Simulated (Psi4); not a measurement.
# Energy and gradient calculation, with input and output: C₂H₃Si (part 2 of 2)

Continued. System: C₂H₃Si, multiplicity 2, SMILES [C]#C[SiH3]. Method: M06-L/def2-TZVP, UKS (Psi4 1.11). The geometry comes from this level: PBE0-D4/def2-TZVP.

Geometry of the input (Å):
```
C  1.0998  -1.9437  1.0675
C  0.5639  -0.9941  0.5389
Si -0.2463  0.4374  -0.2570
H  -1.4510  -0.0357  -0.9792
H  0.7062  1.0591  -1.2072
H  -0.6306  1.4128  0.7908
```

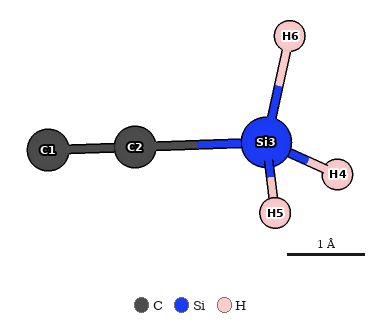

Figure 1. The structure (ball-and-stick view, seen at a tilt; atoms are numbered from 1 in the order of the input).

**Log, continued**
```
 L = 1.  Multiply by 2.5417464519 to convert [e a0] to [Debye]
 Dipole X            :         -9.8658894            9.7483412           -0.1175482
 Dipole Y            :         17.3421175          -17.1341467            0.2079708
 Dipole Z            :         -8.8931624            8.7774000           -0.1157624
 Magnitude           :                                                    0.2654625

 ------------------------------------------------------------------------------------

	total time  =        117 seconds =       1.95 minutes

         ------------------------------------------------------------
                                   SCF GRAD
         ------------------------------------------------------------

  ==> Geometry <==

    Molecular point group: c1
    Full point group: C1

    Geometry (in Bohr), charge = 0, multiplicity = 2:

       Center              X                  Y                   Z               Mass
    ------------   -----------------  -----------------  -----------------  -----------------
         C            2.078320790000    -3.673060670000     2.017282640000    12.000000000000
         C            1.065616560000    -1.878576740000     1.018373410000    12.000000000000
         SI          -0.465439540000     0.826566210000    -0.485659610000    27.976926534650
         H           -2.741992610000    -0.067463220000    -1.850419820000     1.007825032230
         H            1.334524590000     2.001408940000    -2.281277380000     1.007825032230
         H           -1.191661290000     2.669805070000     1.494395420000     1.007825032230

  Nuclear repulsion =   76.367132954154442

  ==> Basis Set <==

  Basis Set: DEF2-TZVP
    Blend: DEF2-TZVP
    Number of shells: 47
    Number of basis functions: 117
    Number of Cartesian functions: 132
    Spherical Harmonics?: true
    Max angular momentum: 3

  ==> DirectJKGrad: Integral-Direct SCF Gradients <==

    Gradient:                    1
    J tasked:                  Yes
    K tasked:                   No
    wK tasked:                  No
    Integrals threads:           1
    Schwarz Cutoff:          1E-12

  ==> DFT Potential <==

   => LibXC <=

    Version 7.1.2

   => Composite Functional: M06-L <=

    M06-L Meta-GGA XC Functional

    Deriv               =              1
    GGA                 =           TRUE
    Meta                =           TRUE

    Exchange Hybrid     =          FALSE
    MP2 Hybrid          =          FALSE

   => Exchange Functionals <=

    1.0000   XC_MGGA_X_M06_L

   => Correlation Functionals <=

    1.0000   XC_MGGA_C_M06_L

   => LibXC Density Thresholds  <==

    XC_MGGA_C_M06_L:  1.00E-12
    XC_MGGA_X_M06_L:  1.00E-15

   => Molecular Quadrature <=

    Radial Scheme          =       TREUTLER
    Pruning Scheme         =           NONE
    Nuclear Scheme         =       TREUTLER

    Blocking Scheme        =         OCTREE
    BS radius alpha        =              1
    Pruning alpha          =              1
    Radial Points          =             99
    Spherical Points       =            590
    Total Points           =         335383
    Total Blocks           =           2432
    Max Points             =            256
    Max Functions          =            115
    Weights Tolerance      =       1.00E-15

  -Total Gradient:
     Atom            X                  Y                   Z
    ------   -----------------  -----------------  -----------------
       1       -0.002332256552     0.004110516571    -0.002282958317
       2        0.003248322542    -0.005732590286     0.003185424361
       3        0.000548157697    -0.000956044185     0.000489494951
       4       -0.003043524607    -0.001318552204    -0.001784099712
       5        0.002495200668     0.001493690937    -0.002387649029
       6       -0.000935176880     0.002411045760     0.002781796034

	total time  =         14 seconds =       0.23 minutes

Properties will be evaluated at   0.000000,   0.000000,   0.000000 [a0]
OEProp: No title given, name of density matrix used for the following properties is 'SCF alpha density'

 Multipole Moments:

 ------------------------------------------------------------------------------------
     Multipole            Electronic (a.u.)      Nuclear  (a.u.)        Total (a.u.)
 ------------------------------------------------------------------------------------

 L = 1.  Multiply by 2.5417464519 to convert [e a0] to [Debye]
 Dipole X            :         -9.8658894            9.7483412           -0.1175482
 Dipole Y            :         17.3421175          -17.1341467            0.2079708
 Dipole Z            :         -8.8931624            8.7774000           -0.1157624
 Magnitude           :                                                    0.2654625

 L = 2.  Multiply by 1.3450342976 to convert [e a0^2] to [Debye ang]
 Quadrupole XX       :        -65.9182733           46.4821473          -19.4361261
 Quadrupole XY       :         63.0541825          -63.5254676           -0.4712851
 Quadrupole XZ       :        -34.8145281           35.0797723            0.2652441
 Quadrupole YY       :       -141.6934190          122.8255635          -18.8678555
 Quadrupole YZ       :         61.5375864          -62.0073715           -0.4697851
 Quadrupole ZZ       :        -64.2406593           44.8026932          -19.4379661
 Traceless XX        :         24.6991772          -24.8879874           -0.1888101
 Traceless YY        :        -51.0759684           51.4554288            0.3794604
 Traceless ZZ        :         26.3767912          -26.5674415           -0.1906502

 ------------------------------------------------------------------------------------

  Mayer Bond Indices:

  Total Bond Index:
  Irrep: 1 Size: 6 x 6

                 1                   2                   3                   4                   5

    1     0.00000000000000     2.58760908394896     0.11231278257200     0.01363850587782     0.01362714059656
    2     2.58760908394896     0.00000000000000     0.85110132736164    -0.00138023790601    -0.00133650532256
    3     0.11231278257200     0.85110132736164     0.00000000000000     0.93648331769947     0.93645062174412
    4     0.01363850587782    -0.00138023790601     0.93648331769947     0.00000000000000     0.00436309109764
    5     0.01362714059656    -0.00133650532256     0.93645062174412     0.00436309109764     0.00000000000000
    6     0.01364083664794    -0.00137701637863     0.93649018673023     0.00435848509086     0.00435935780390

                 6

    1     0.01364083664794
    2    -0.00137701637863
    3     0.93649018673023
    4     0.00435848509086
    5     0.00435935780390
    6     0.00000000000000

  Alpha Contribution:
  Irrep: 1 Size: 6 x 6

                 1                   2                   3                   4                   5

    1     0.00000000000000     1.30833128232015     0.04397667365550     0.00591363247492     0.00589559409290
    2     1.30833128232015     0.00000000000000     0.43015024221700     0.00050729648949     0.00053418262605
    3     0.04397667365550     0.43015024221700     0.00000000000000     0.46929231323978     0.46928076269950
    4     0.00591363247492     0.00050729648949     0.46929231323978     0.00000000000000     0.00193052458431
    5     0.00589559409290     0.00053418262605     0.46928076269950     0.00193052458431     0.00000000000000
    6     0.00591357019972     0.00050931903417     0.46929634987751     0.00192937403896     0.00192865359368

                 6

    1     0.00591357019972
    2     0.00050931903417
    3     0.46929634987751
    4     0.00192937403896
    5     0.00192865359368
    6     0.00000000000000

  Beta Contribution:
  Irrep: 1 Size: 6 x 6

                 1                   2                   3                   4                   5

    1     0.00000000000000     1.27927780162881     0.06833610891650     0.00772487340291     0.00773154650367
    2     1.27927780162881     0.00000000000000     0.42095108514464    -0.00188753439550    -0.00187068794861
    3     0.06833610891650     0.42095108514464     0.00000000000000     0.46719100445969     0.46716985904462
    4     0.00772487340291    -0.00188753439550     0.46719100445969     0.00000000000000     0.00243256651333
    5     0.00773154650367    -0.00187068794861     0.46716985904462     0.00243256651333     0.00000000000000
    6     0.00772726644822    -0.00188633541280     0.46719383685271     0.00242911105190     0.00243070421022

                 6

    1     0.00772726644822
    2    -0.00188633541280
    3     0.46719383685271
    4     0.00242911105190
    5     0.00243070421022
    6     0.00000000000000

  Atomic Valences:

 #  #
 Irrep: 1
      1:    2.740828349643284
      2:    3.434616651703400
      3:    3.772838236107459
      4:    0.957463161859782
      5:    0.957463705919663
      6:    0.957471849894291

  Wiberg Bond Indices using Orthogonal Lowdin Orbitals:

  Total Bond Index:
  Irrep: 1 Size: 6 x 6

                 1                   2                   3                   4                   5

    1     0.00000000000000     3.14122561913855     0.34326700676229     0.01369007354185     0.01368993475229
    2     3.14122561913855     0.00000000000000     1.20758932980539     0.05869618264250     0.05866198050928
    3     0.34326700676229     1.20758932980539     0.00000000000000     0.94147493635395     0.94150684920116
    4     0.01369007354185     0.05869618264250     0.94147493635395     0.00000000000000     0.01377535795278
    5     0.01368993475229     0.05866198050928     0.94150684920116     0.01377535795278     0.00000000000000
    6     0.01369172323441     0.05869067011191     0.94147036519917     0.01377287547435     0.01377424773383

                 6

    1     0.01369172323441
    2     0.05869067011191
    3     0.94147036519917
    4     0.01377287547435
    5     0.01377424773383
    6     0.00000000000000

  Alpha Contribution:
  Irrep: 1 Size: 6 x 6

                 1                   2                   3                   4                   5

    1     0.00000000000000     1.66039106779517     0.15512371453897     0.00587489059264     0.00586670268487
    2     1.66039106779517     0.00000000000000     0.59685099378750     0.03036913382892     0.03035065281681
    3     0.15512371453897     0.59685099378750     0.00000000000000     0.47088797024505     0.47091522478007
    4     0.00587489059264     0.03036913382892     0.47088797024505     0.00000000000000     0.00680970470337
    5     0.00586670268487     0.03035065281681     0.47091522478007     0.00680970470337     0.00000000000000
    6     0.00587531116919     0.03036639364854     0.47088607622293     0.00680870514170     0.00680914319044

                 6

    1     0.00587531116919
    2     0.03036639364854
    3     0.47088607622293
    4     0.00680870514170
    5     0.00680914319044
    6     0.00000000000000

  Beta Contribution:
  Irrep: 1 Size: 6 x 6

                 1                   2                   3                   4                   5

    1     0.00000000000000     1.48083455134338     0.18814329222332     0.00781518294921     0.00782323206742
    2     1.48083455134338     0.00000000000000     0.61073833601789     0.02832704881358     0.02831132769247
    3     0.18814329222332     0.61073833601789     0.00000000000000     0.47058696610889     0.47059162442109
    4     0.00781518294921     0.02832704881358     0.47058696610889     0.00000000000000     0.00696565324940
    5     0.00782323206742     0.02831132769247     0.47059162442109     0.00696565324940     0.00000000000000
    6     0.00781641206522     0.02832427646336     0.47058428897624     0.00696417033265     0.00696510454340

                 6

    1     0.00781641206522
    2     0.02832427646336
    3     0.47058428897624
    4     0.00696417033265
    5     0.00696510454340
    6     0.00000000000000

  Atomic Valences:

 #  #
 Irrep: 1
      1:    3.525564357429391
      2:    4.524863782207619
      3:    4.375308487321950
      4:    1.041409425965429
      5:    1.041408370149338
      6:    1.041399881753668

  Variable Map:
  ----------------------------------------------------------------------------
  "CURRENT ENERGY"              =>    -367.355452079034
  "CURRENT REFERENCE ENERGY"    =>    -367.355452079034
  "DD SOLVATION ENERGY"         =>       0.000000000000
  "DFT FUNCTIONAL TOTAL ENERGY" =>    -367.355452079034
  "DFT TOTAL ENERGY"            =>    -367.355452079034
  "DFT VV10 ENERGY"             =>       0.000000000000
  "DFT XC ENERGY"               =>     -32.816484060445
  "GRID ELECTRONS ALPHA"        =>      14.999999954972
  "GRID ELECTRONS BETA"         =>      13.999999959147
  "GRID ELECTRONS TOTAL"        =>      28.999999914119
  "NUCLEAR REPULSION ENERGY"    =>      76.367132954154
  "ONE-ELECTRON ENERGY"         =>    -656.371385668494
  "PCM POLARIZATION ENERGY"     =>       0.000000000000
  "PE ENERGY"                   =>       0.000000000000
  "SCF ITERATION ENERGY"        =>    -367.355452079034
  "SCF ITERATIONS"              =>      22.000000000000
  "SCF TOTAL ENERGY"            =>    -367.355452079034
  "TWO-ELECTRON ENERGY"         =>     245.465284695750
  "XC GRID RADIAL POINTS"       =>      99.000000000000
  "XC GRID SPHERICAL POINTS"    =>     590.000000000000
  "XC GRID TOTAL POINTS"        =>  335383.000000000000

  Array Variable Map:
  ----------------------------------------------------------------------------
  "CURRENT DIPOLE"              =>      -0.117548150617 ... -0.115762409978 1 by 3
  "CURRENT GRADIENT"            =>      -0.002332256552 ... 0.002781796034 6 by 3
  "DFT TOTAL GRADIENT"          =>      -0.002332256552 ... 0.002781796034 6 by 3
  "DIPOLE"                      =>      -0.117548150617 ... -0.115762409978 1 by 3
  "QUADRUPOLE"                  =>     -19.436126064386 ... -19.437966147906 1 by 6
  "SCF DIPOLE"                  =>      -0.117548150617 ... -0.115762409978 1 by 3
  "SCF TOTAL ENERGIES"          =>    -366.710477824528 ... -367.355452079034 1 by 23
  "SCF TOTAL GRADIENT"          =>      -0.002332256552 ... 0.002781796034 6 by 3

    Psi4 run time: 0:02:10.43
```

**Results in brief**

```csv
quantity,value
outcome,converged
total energy,−367.355452 hartree
basis functions,117
largest force,0.376 eV/Å
⟨S²⟩,0.792
dipole moment,0.67 D
hardware,"1 thread of Intel Xeon (Sapphire Rapids), 16 GiB of memory available, shared host"
wall time,2.2 min
peak memory,0.71 GiB
```

**Notes**

The record of the run, not the program, notes: occupations held by overlap or a lasting level shift; may not be the lowest state.
